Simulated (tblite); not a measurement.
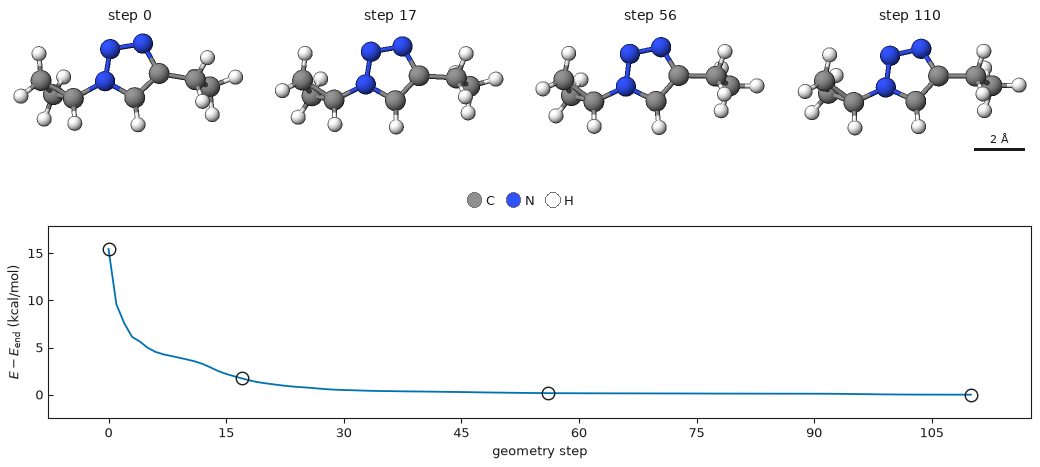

Frames of a relaxation of C7H11N3, marked on the history of the run. The picture is a ball-and-stick view, seen at a tilt.

Computed with GFN2-xTB geometry optimisation, gas phase (tblite). 

Question: Describe the path.

Answer: The energy falls by 15.4 kcal/mol in 110 geometry steps. The largest moves after the best rigid fit, 0.56 Å, are those of H atoms. By element the largest moves are H 0.56 Å, N 0.47 Å, C 0.26 Å. Some distances before and after: N–N 1.329 → 1.280 Å, C–H 1.126 → 1.079 Å, C–H 1.104 → 1.070 Å, C–N 1.449 → 1.419 Å. Among the angles between lasting bonds that change: N–C–C 111.3° → 118.5°, C–C–H 111.5° → 118.2°, C–C–H 123.2° → 116.4°. Groups turn about C–C by about 35°, C–N by about 25°. The run took 1.3 s on 1 thread of Arm Neoverse N1 (shared host). From step 0 to 17: an H atom moves most (0.28 Å), energy −13.7 kcal/mol. From step 17 to 56: H atoms move most (0.30 Å), energy −1.57 kcal/mol. From step 56 to 110: an N atom moves most (0.36 Å), energy −0.16 kcal/mol.

```
step  E − E(0), kcal/mol
   0                0.00
   1               -5.86
   2               -7.86
   3               -9.31
   4               -9.82
   5              -10.47
   6              -10.91
   7              -11.17
   8              -11.34
   9              -11.52
  10              -11.71
  15              -13.24
  21              -14.34
  26              -14.73
  31              -14.97
  36              -15.07
  42              -15.13
  47              -15.19
  52              -15.24
  57              -15.28
  63              -15.30
  68              -15.31
  73              -15.31
  78              -15.33
  84              -15.33
  89              -15.34
  94              -15.36
  99              -15.41
 105              -15.44
 110              -15.44
```
